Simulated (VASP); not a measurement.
Band structure of Ge (diamond). Level of theory: PBE GGA with D3 dispersion (Becke-Johnson damping), VASP's PBE PAW potentials (set 64) (plane waves; VASP 6.6.1).

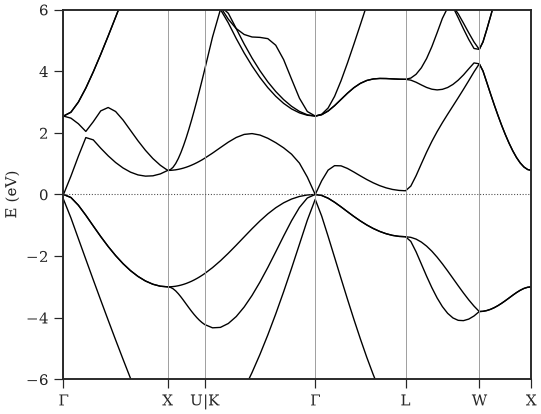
Fig. 1. Bands along high-symmetry lines, zero at the valence-band maximum or, without a gap, the Fermi level

### Question
Read the plot: is there a gap, and where are the band edges?

### Answer
It has no gap at this level: it comes out as a metal or semimetal. (Edges off the drawn lines would not show.)

Measured: gap 0.79 eV (computed value off by -0.79 eV), as given by Anna Miglio et al., npj Computational Materials (2020), arXiv:2011.12765 [measured zero-point renormalisation of 52 meV added back].

The compound is Ge in the diamond structure. It was relaxed first.
